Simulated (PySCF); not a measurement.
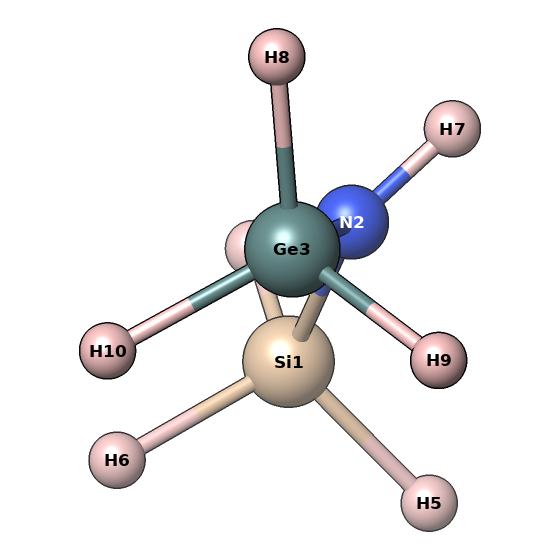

N2 lies behind Ge3. The molecule seen a little off the Ge3–N2 bond, Ge3 in front. Atoms fade into the background with distance from the viewer. The computed structure is the end point of a PBE0-D3(BJ)/def2-SVP optimisation. No frequency run is at hand to confirm it as a minimum.

Question: What is the torsion angle H8–Ge3–N2–Si1? The sign is positive where the front bond must turn clockwise to cover the back bond.

Answer: −148°, anticlinal.
